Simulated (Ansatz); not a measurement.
Fields on a plane of Na2MgPb (space group P6_3/mmc)

```xyz
8
Lattice="5.0943 0.0000 0.0000 -2.5471 4.4118 0.0000 0.0000 0.0000 10.0879" Properties=species:S:1:pos:R:3 pbc="T T T"
Na     2.5471     1.4706     4.2420
Na     0.0000     2.9412     5.8459
Na     0.0000     2.9412     9.2859
Na     2.5471     1.4706     0.8020
Mg     0.0000     0.0000     7.5659
Mg     0.0000     0.0000     2.5220
Pb     2.5471     1.4706     7.5659
Pb     0.0000     2.9412     2.5220
```

The slice is a (0001) plane (indices of the conventional cell) through the point (0.667, 0.333, 0.080) (fractional), spanned by u = [110] and v = [1 -1 0] in vectors of this cell: u (5.09 Å) and v (8.82 Å, at 90° to u). It covers one period; positions are fractions (u, v).

Atoms on it: Na at (0.00, 0.00); Na at (0.50, 0.50).

All values below come from PBEsol (plane waves to 420 eV, PAW, scalar-relativistic; Ansatz, a quantum-chemistry and plane-wave program). k mesh 11×11×5. These are valence fields of a PAW run, semicore shells included where kept as valence: close to a nucleus they are smooth pseudo fields. Na2MgPb was relaxed with its symmetry unable to fall. Spin-orbit coupling is left out, though Pb is heavy.

```
v \ u  0.00  0.14  0.29  0.43  0.57  0.71  0.86
-----  ----  ----  ----  ----  ----  ----  ----
0.92   0.49  0.04  0.13  0.28  0.28  0.13  0.04
0.83   0.15  0.25  0.29  0.23  0.23  0.29  0.25
0.75   0.50  0.50  0.42  0.26  0.26  0.42  0.50
0.67   0.47  0.51  0.39  0.09  0.09  0.39  0.51
0.58   0.51  0.48  0.05  0.32  0.32  0.05  0.48
0.50   0.45  0.34  0.02     x     x  0.02  0.34
0.42   0.29  0.24  0.03  0.32  0.32  0.03  0.24
0.33   0.22  0.26  0.30  0.18  0.18  0.30  0.26
0.25   0.23  0.34  0.48  0.51  0.51  0.48  0.34
0.17   0.06  0.21  0.49  0.48  0.48  0.49  0.21
0.08   0.50  0.03  0.31  0.51  0.51  0.31  0.03
0.00      x  0.51  0.09  0.43  0.43  0.09  0.51
```

Values: electron localisation function (ELF). Points within 0.5 Å of a nucleus are blanked (x), as the pseudised field means little there.

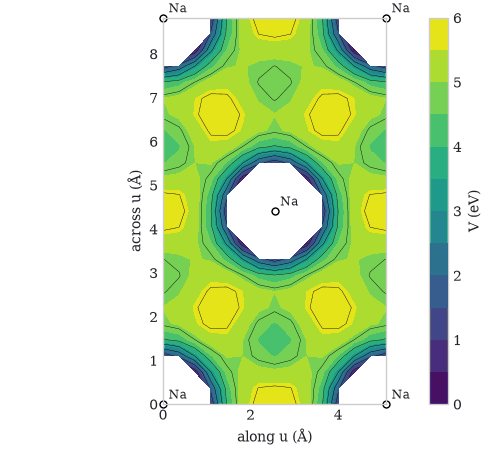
*Electrostatic potential energy of an electron, from the cell's mean, in eV, one period of the plane, atoms marked. Points within 1 Å of a nucleus are left white, as the pseudised field means little there. The zero, the cell's mean, hangs on the PAW cores.*
